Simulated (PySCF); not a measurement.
**SiHBr: geometry relaxation (part 2 of 2)**

The same run, continued: SiHBr, SMILES [SiH]Br; SVWN5/6-31G*, RKS (PySCF 2.14.0). The geometry comes from this level: PBE0-D4/def2-TZVP.

Geometry of the input (Å):
```
Si -0.6247  0.5219  -0.2961
Br 1.3409  0.4015  0.7814
H  -0.7271  -0.9883  -0.4986
```

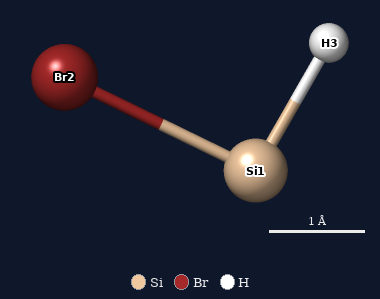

Figure 1. The geometry at step 11 of the log (ball-and-stick view, seen on its broad side; atoms are numbered from 1 in the order of the input).

## Output, continued
```
Geometry optimization cycle 14
Cartesian coordinates (Angstrom)
 Atom        New coordinates             dX        dY        dZ
  Si  -0.630399   0.547065  -0.300867   -0.000334  0.000324 -0.000369
  Br   1.359644   0.525123   0.746092   -0.000055  0.002337 -0.000331
   H  -0.668343  -0.994445  -0.460728    0.001823  0.000173  0.000654
converged SCF energy = -2859.19241322354
--------------- RKS_Scanner gradients ---------------
         x                y                z
0 Si    -0.0000010418     0.0000039371     0.0000025501
1 Br     0.0000225894    -0.0000105944    -0.0000294251
2 H     0.0000009609    -0.0000016860     0.0000005496
----------------------------------------------
cycle 14: E = -2859.19241322  dE = -6.50048e-08  norm(grad) = 3.89297e-05
Step   13 : Displace = 3.544e-04/4.154e-04 (rms/max) Trust = 2.629e-03 (+) Grad = 1.094e-05/1.468e-05 (rms/max) E (change) = -2859.1924132235 (-6.500e-08) Quality = 1.150
Hessian Eigenvalues: 2.22983e-04 2.91025e-02 4.83188e-02 ... 1.44232e-01 1.67357e-01 2.35159e-01

Geometry optimization cycle 15
Cartesian coordinates (Angstrom)
 Atom        New coordinates             dX        dY        dZ
  Si  -0.630468   0.547019  -0.301060   -0.000069 -0.000046 -0.000194
  Br   1.359326   0.525389   0.746493   -0.000318  0.000265  0.000402
   H  -0.667872  -0.994499  -0.460939    0.000471 -0.000053 -0.000211
converged SCF energy = -2859.1924132477
--------------- RKS_Scanner gradients ---------------
         x                y                z
0 Si    -0.0000176292     0.0000106279    -0.0000053190
1 Br     0.0000324506    -0.0000160439    -0.0000247980
2 H     0.0000079223    -0.0000029234     0.0000038850
----------------------------------------------
cycle 15: E = -2859.19241325  dE = -2.41566e-08  norm(grad) = 4.96369e-05
Step   14 : Displace = 7.766e-05/9.125e-05 (rms/max) Trust = 3.717e-03 (+) Grad = 1.997e-05/2.328e-05 (rms/max) E (change) = -2859.1924132477 (-2.416e-08) Quality = 1.916
Hessian Eigenvalues: 2.21686e-04 2.93149e-03 4.84707e-02 ... 1.44292e-01 1.83441e-01 3.59406e-01

Geometry optimization cycle 16
Cartesian coordinates (Angstrom)
 Atom        New coordinates             dX        dY        dZ
  Si  -0.630872   0.546401  -0.302809   -0.000405 -0.000619 -0.001749
  Br   1.356326   0.528578   0.750302   -0.002999  0.003190  0.003809
   H  -0.663505  -0.995165  -0.463029    0.004367 -0.000666 -0.002090
converged SCF energy = -2859.19241343291
--------------- RKS_Scanner gradients ---------------
         x                y                z
0 Si    -0.0001029878     0.0000403649    -0.0000479334
1 Br     0.0000853374    -0.0000428356     0.0000006051
2 H     0.0000426772    -0.0000052375     0.0000220639
----------------------------------------------
cycle 16: E = -2859.19241343  dE = -1.85212e-07  norm(grad) = 0.000161204
Step   15 : Displace = 3.903e-04/4.599e-04 (rms/max) Trust = 5.257e-03 (+) Grad = 8.988e-05/1.236e-04 (rms/max) E (change) = -2859.1924134329 (-1.852e-07) Quality = 1.637
Hessian Eigenvalues: 2.17256e-04 9.79771e-04 4.85268e-02 ... 1.44293e-01 1.87522e-01 5.02040e-01

Geometry optimization cycle 17
Cartesian coordinates (Angstrom)
 Atom        New coordinates             dX        dY        dZ
  Si  -0.631452   0.544832  -0.306558   -0.000580 -0.001568 -0.003749
  Br   1.349682   0.536251   0.758670   -0.006644  0.007673  0.008368
   H  -0.654019  -0.996795  -0.467720    0.009486 -0.001630 -0.004691
converged SCF energy = -2859.19241379821
--------------- RKS_Scanner gradients ---------------
         x                y                z
0 Si    -0.0002002638     0.0000780390    -0.0000976817
1 Br     0.0001455403    -0.0000715554     0.0000313109
2 H     0.0000841722    -0.0000106808     0.0000442754
----------------------------------------------
cycle 17: E = -2859.1924138  dE = -3.65299e-07  norm(grad) = 0.00030361
Step   16 : Displace = 4.676e-04/5.522e-04 (rms/max) Trust = 7.435e-03 (+) Grad = 1.734e-04/2.407e-04 (rms/max) E (change) = -2859.1924137982 (-3.653e-07) Quality = 1.787
Hessian Eigenvalues: 2.07539e-04 3.52283e-04 4.85405e-02 ... 1.44316e-01 1.87916e-01 5.76308e-01

Geometry optimization cycle 18
Cartesian coordinates (Angstrom)
 Atom        New coordinates             dX        dY        dZ
  Si  -0.632297   0.539874  -0.316310   -0.000845 -0.004959 -0.009752
  Br   1.330903   0.552367   0.782441   -0.018780  0.016116  0.023771
   H  -0.631092  -1.001418  -0.481844    0.022927 -0.004623 -0.014124
converged SCF energy = -2859.19241460427
--------------- RKS_Scanner gradients ---------------
         x                y                z
0 Si    -0.0003372022     0.0001278895    -0.0001732618
1 Br     0.0002265948    -0.0001006217     0.0000855250
2 H     0.0001452059    -0.0000152654     0.0000795430
----------------------------------------------
cycle 18: E = -2859.1924146  dE = -8.06061e-07  norm(grad) = 0.000506468
Step   17 : Displace = 6.973e-04/8.292e-04 (rms/max) Trust = 1.051e-02 (+) Grad = 2.926e-04/4.081e-04 (rms/max) E (change) = -2859.1924146043 (-8.061e-07) Quality = 1.536
Hessian Eigenvalues: 2.22908e-04 2.70748e-04 4.85310e-02 ... 1.44322e-01 1.87459e-01 5.42368e-01

Geometry optimization cycle 19
Cartesian coordinates (Angstrom)
 Atom        New coordinates             dX        dY        dZ
  Si  -0.631937   0.534477  -0.322453    0.000360 -0.005397 -0.006142
  Br   1.314903   0.545904   0.804886   -0.015999 -0.006463  0.022446
   H  -0.623613  -1.005694  -0.497887    0.007478 -0.004276 -0.016043
converged SCF energy = -2859.1924155275
--------------- RKS_Scanner gradients ---------------
         x                y                z
0 Si    -0.0003139955     0.0001215735    -0.0001668670
1 Br     0.0002094108    -0.0000961014     0.0000939213
2 H     0.0001387690    -0.0000129759     0.0000787794
----------------------------------------------
cycle 19: E = -2859.19241553  dE = -9.23237e-07  norm(grad) = 0.000478287
Step   18 : Displace = 6.247e-05/7.518e-05 (rms/max) Trust = 1.487e-02 (+) Grad = 2.765e-04/3.857e-04 (rms/max) E (change) = -2859.1924155275 (-9.232e-07) Quality = 2.041
Hessian Eigenvalues: 2.19167e-04 2.60716e-04 4.85069e-02 ... 1.44278e-01 1.73827e-01 2.61265e-01

Geometry optimization cycle 20
Cartesian coordinates (Angstrom)
 Atom        New coordinates             dX        dY        dZ
  Si  -0.630873   0.527472  -0.330576    0.001064 -0.007005 -0.008123
  Br   1.293942   0.545054   0.832564   -0.020961 -0.000850  0.027677
   H  -0.610527  -1.011300  -0.517223    0.013086 -0.005606 -0.019336
converged SCF energy = -2859.1924163056
--------------- RKS_Scanner gradients ---------------
         x                y                z
0 Si    -0.0001032064     0.0000458312    -0.0000567622
1 Br     0.0000696256    -0.0000276779     0.0000446310
2 H     0.0000579741    -0.0000007415     0.0000348714
----------------------------------------------
cycle 20: E = -2859.19241631  dE = -7.78098e-07  norm(grad) = 0.000167801
Step   19 : Displace = 9.162e-04/1.066e-03 (rms/max) Trust = 2.103e-02 (+) Grad = 9.745e-05/1.363e-04 (rms/max) E (change) = -2859.1924163056 (-7.781e-07) Quality = 0.964
Hessian Eigenvalues: 2.57290e-04 3.03170e-04 4.83840e-02 ... 1.40175e-01 1.44582e-01 2.12027e-01

Geometry optimization cycle 21
Cartesian coordinates (Angstrom)
 Atom        New coordinates             dX        dY        dZ
  Si  -0.630530   0.528501  -0.328116    0.000343  0.001029  0.002459
  Br   1.298874   0.542605   0.826797    0.004931 -0.002449 -0.005767
   H  -0.616100  -1.010469  -0.513905   -0.005573  0.000831  0.003317
converged SCF energy = -2859.19241653197
--------------- RKS_Scanner gradients ---------------
         x                y                z
0 Si     0.0000040339     0.0000038304     0.0000026810
1 Br     0.0000131579     0.0000067976     0.0000100671
2 H     0.0000103808     0.0000041071     0.0000067172
----------------------------------------------
cycle 21: E = -2859.19241653  dE = -2.26367e-07  norm(grad) = 2.29906e-05
Step   20 : Displace = 5.483e-04/6.510e-04 (rms/max) Trust = 2.974e-02 (+) Grad = 5.280e-06/6.970e-06 (rms/max) E (change) = -2859.1924165320 (-2.264e-07) Quality = 1.767
Hessian Eigenvalues: 2.47901e-04 3.29319e-04 4.82282e-02 ... 1.33454e-01 1.44734e-01 2.10878e-01

Geometry optimization cycle 22
Cartesian coordinates (Angstrom)
 Atom        New coordinates             dX        dY        dZ
  Si  -0.630637   0.528962  -0.328372   -0.000107  0.000461 -0.000255
  Br   1.299535   0.548556   0.825121    0.000661  0.005950 -0.001676
   H  -0.613288  -1.010222  -0.512082    0.002813  0.000247  0.001824
converged SCF energy = -2859.19241646704
--------------- RKS_Scanner gradients ---------------
         x                y                z
0 Si     0.0000114281    -0.0000000674     0.0000067914
1 Br     0.0000073041     0.0000138518     0.0000055333
2 H     0.0000085314     0.0000060688     0.0000057768
----------------------------------------------
cycle 22: E = -2859.19241647  dE = 6.49288e-08  norm(grad) = 2.4404e-05
```

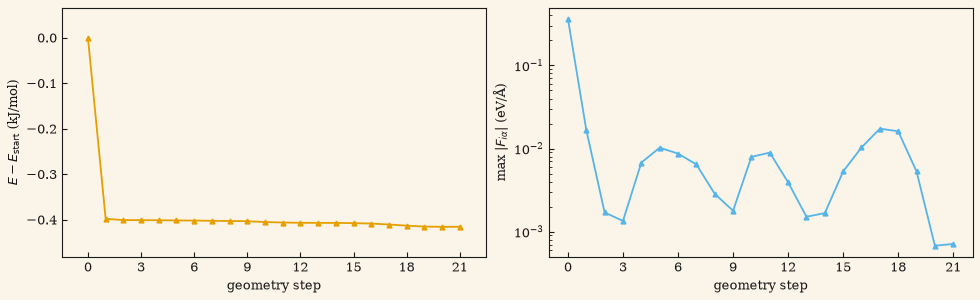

Figure 2. Progress of the relaxation, step by step (steps are counted from 0). The energy falls by 0.42 kJ/mol in 21 geometry steps. Largest force component: 0.36 eV/Å at the start, 0.00071 eV/Å at the end. The atom that moves furthest after the best rigid fit is Si1 (0.013 Å). By element the largest moves are Si 0.013 Å, H 0.011 Å, Br 0.002 Å. Among the contacts that change: Si1–H3 1.527 → 1.550 Å. (Atoms are counted from 1 in the order of the input.)

```
Step   21 : Displace = 2.206e-05/2.743e-05 (rms/max) Trust = 4.206e-02 (+) Grad = 1.982e-06/2.591e-06 (rms/max) E (change) = -2859.1924164670 (+6.493e-08) Quality = -7.797
Hessian Eigenvalues: 2.47901e-04 3.29319e-04 4.82282e-02 ... 1.33454e-01 1.44734e-01 2.10878e-01
Converged! =D

converged: True
Si         -0.63063691        0.52896219       -0.32837161
Br          1.29953488        0.54855556        0.82512070
H          -0.61328775       -1.01022222       -0.51208166
converged SCF energy = -2859.19241646704
total energy: -2859.19241647 hartree
```

## Trajectory as extended XYZ (Å, eV, eV/Å), 22 frames, from step=0 to step=21
```
3
Properties=species:S:1:pos:R:3:forces:R:3 step=0 energy=-77802.58489
Si   -0.6247    0.5219   -0.2961   -0.0465   0.3635   0.0095
Br    1.3409    0.4015    0.7814    0.0404  -0.0230   0.0195
H    -0.7271   -0.9883   -0.4986    0.0068  -0.3384  -0.0289
3
Properties=species:S:1:pos:R:3:forces:R:3 step=1 energy=-77802.58902
Si   -0.6272    0.5347   -0.2963   -0.0088   0.0070  -0.0040
Br    1.3408    0.4001    0.7809    0.0168   0.0058   0.0089
H    -0.7241   -0.9984   -0.4979   -0.0070  -0.0110  -0.0049
3
Properties=species:S:1:pos:R:3:forces:R:3 step=2 energy=-77802.58904
Si   -0.6267    0.5344   -0.2961   -0.0011   0.0009  -0.0003
Br    1.3426    0.4025    0.7816    0.0003   0.0008  -0.0007
H    -0.7258   -0.9994   -0.4988    0.0017   0.0002   0.0010
3
Properties=species:S:1:pos:R:3:forces:R:3 step=3 energy=-77802.58905
Si   -0.6268    0.5346   -0.2961   -0.0002  -0.0001   0.0001
Br    1.3427    0.4033    0.7813    0.0001   0.0013  -0.0007
H    -0.7252   -0.9993   -0.4985    0.0010   0.0006   0.0006
3
Properties=species:S:1:pos:R:3:forces:R:3 step=4 energy=-77802.58905
Si   -0.6276    0.5368   -0.2968    0.0068  -0.0052   0.0034
Br    1.3446    0.4145    0.7775   -0.0028   0.0050  -0.0018
H    -0.7190   -0.9982   -0.4942   -0.0033   0.0022  -0.0016
3
Properties=species:S:1:pos:R:3:forces:R:3 step=5 energy=-77802.58905
Si   -0.6282    0.5392   -0.2974    0.0102  -0.0076   0.0050
Br    1.3471    0.4292    0.7730   -0.0044   0.0067  -0.0022
H    -0.7118   -0.9970   -0.4893   -0.0054   0.0028  -0.0027
3
Properties=species:S:1:pos:R:3:forces:R:3 step=6 energy=-77802.58906
Si   -0.6280    0.5390   -0.2974    0.0087  -0.0061   0.0043
Br    1.3472    0.4294    0.7730   -0.0039   0.0059  -0.0020
H    -0.7121   -0.9970   -0.4895   -0.0043   0.0022  -0.0022
3
Properties=species:S:1:pos:R:3:forces:R:3 step=7 energy=-77802.58906
Si   -0.6278    0.5388   -0.2973    0.0064  -0.0041   0.0033
Br    1.3473    0.4297    0.7731   -0.0032   0.0046  -0.0017
H    -0.7124   -0.9971   -0.4896   -0.0028   0.0015  -0.0014
3
Properties=species:S:1:pos:R:3:forces:R:3 step=8 energy=-77802.58906
Si   -0.6276    0.5386   -0.2971    0.0027  -0.0014   0.0015
Br    1.3474    0.4302    0.7732   -0.0015   0.0029  -0.0010
H    -0.7127   -0.9973   -0.4898   -0.0007   0.0006  -0.0003
3
Properties=species:S:1:pos:R:3:forces:R:3 step=9 energy=-77802.58907
Si   -0.6276    0.5390   -0.2973   -0.0002   0.0000   0.0000
Br    1.3483    0.4363    0.7715   -0.0001   0.0018  -0.0001
H    -0.7103   -0.9973   -0.4881    0.0005   0.0002   0.0003
3
Properties=species:S:1:pos:R:3:forces:R:3 step=10 energy=-77802.58909
Si   -0.6283    0.5420   -0.2984   -0.0079   0.0034  -0.0039
Br    1.3536    0.4731    0.7610    0.0038  -0.0013   0.0028
H    -0.6943   -0.9965   -0.4771    0.0036  -0.0006   0.0019
3
Properties=species:S:1:pos:R:3:forces:R:3 step=11 energy=-77802.58910
Si   -0.6293    0.5451   -0.2997   -0.0089   0.0036  -0.0045
Br    1.3579    0.5070    0.7510    0.0041  -0.0021   0.0037
H    -0.6784   -0.9954   -0.4665    0.0038  -0.0006   0.0019
3
Properties=species:S:1:pos:R:3:forces:R:3 step=12 energy=-77802.58911
Si   -0.6301    0.5467   -0.3005   -0.0039   0.0014  -0.0021
Br    1.3597    0.5228    0.7464    0.0012  -0.0007   0.0026
H    -0.6702   -0.9946   -0.4614    0.0016  -0.0002   0.0008
3
Properties=species:S:1:pos:R:3:forces:R:3 step=13 energy=-77802.58911
Si   -0.6304    0.5471   -0.3009    0.0001  -0.0002  -0.0001
Br    1.3596    0.5251    0.7461   -0.0012   0.0005   0.0015
H    -0.6683   -0.9944   -0.4607    0.0000   0.0001   0.0000
3
Properties=species:S:1:pos:R:3:forces:R:3 step=14 energy=-77802.58911
Si   -0.6305    0.5470   -0.3011    0.0009  -0.0005   0.0003
Br    1.3593    0.5254    0.7465   -0.0017   0.0008   0.0013
H    -0.6679   -0.9945   -0.4609   -0.0004   0.0001  -0.0002
3
Properties=species:S:1:pos:R:3:forces:R:3 step=15 energy=-77802.58911
Si   -0.6309    0.5464   -0.3028    0.0053  -0.0021   0.0025
Br    1.3563    0.5286    0.7503   -0.0044   0.0022   0.0000
H    -0.6635   -0.9952   -0.4630   -0.0022   0.0003  -0.0011
3
Properties=species:S:1:pos:R:3:forces:R:3 step=16 energy=-77802.58912
Si   -0.6315    0.5448   -0.3066    0.0103  -0.0040   0.0050
Br    1.3497    0.5363    0.7587   -0.0075   0.0037  -0.0016
H    -0.6540   -0.9968   -0.4677   -0.0043   0.0005  -0.0023
3
Properties=species:S:1:pos:R:3:forces:R:3 step=17 energy=-77802.58915
Si   -0.6323    0.5399   -0.3163    0.0173  -0.0066   0.0089
Br    1.3309    0.5524    0.7824   -0.0117   0.0052  -0.0044
H    -0.6311   -1.0014   -0.4818   -0.0075   0.0008  -0.0041
3
Properties=species:S:1:pos:R:3:forces:R:3 step=18 energy=-77802.58917
Si   -0.6319    0.5345   -0.3225    0.0161  -0.0063   0.0086
Br    1.3149    0.5459    0.8049   -0.0108   0.0049  -0.0048
H    -0.6236   -1.0057   -0.4979   -0.0071   0.0007  -0.0041
3
Properties=species:S:1:pos:R:3:forces:R:3 step=19 energy=-77802.58919
Si   -0.6309    0.5275   -0.3306    0.0053  -0.0024   0.0029
Br    1.2939    0.5451    0.8326   -0.0036   0.0014  -0.0023
H    -0.6105   -1.0113   -0.5172   -0.0030   0.0000  -0.0018
3
Properties=species:S:1:pos:R:3:forces:R:3 step=20 energy=-77802.58920
Si   -0.6305    0.5285   -0.3281   -0.0002  -0.0002  -0.0001
Br    1.2989    0.5426    0.8268   -0.0007  -0.0003  -0.0005
H    -0.6161   -1.0105   -0.5139   -0.0005  -0.0002  -0.0003
3
Properties=species:S:1:pos:R:3:forces:R:3 step=21 energy=-77802.58920
Si   -0.6306    0.5290   -0.3284   -0.0006   0.0000  -0.0003
Br    1.2995    0.5486    0.8251   -0.0004  -0.0007  -0.0003
H    -0.6133   -1.0102   -0.5121   -0.0004  -0.0003  -0.0003
```

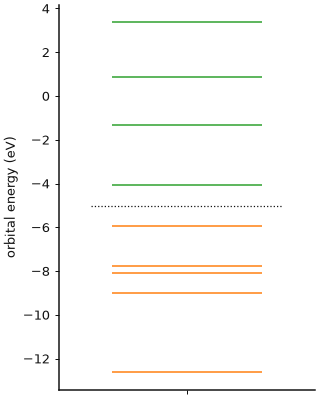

Figure 3. Orbital energies near the frontier; the dotted line parts filled from empty levels, and levels within 0.02 eV of each other stand side by side. Highest filled −5.94 eV, lowest empty −4.08 eV, 1.86 eV apart.

## Results in brief

| quantity | value |
| --- | --- |
| outcome | converged |
| total energy | −2859.192416 hartree |
| basis functions | 52 |
| HOMO | −5.94 eV |
| LUMO | −4.08 eV |
| dipole moment | 1.08 D |
| hardware | 1 thread of Arm Neoverse V1, 24 GiB of memory available, shared host |
| wall time | 1.7 min |
| peak memory | 0.28 GiB |
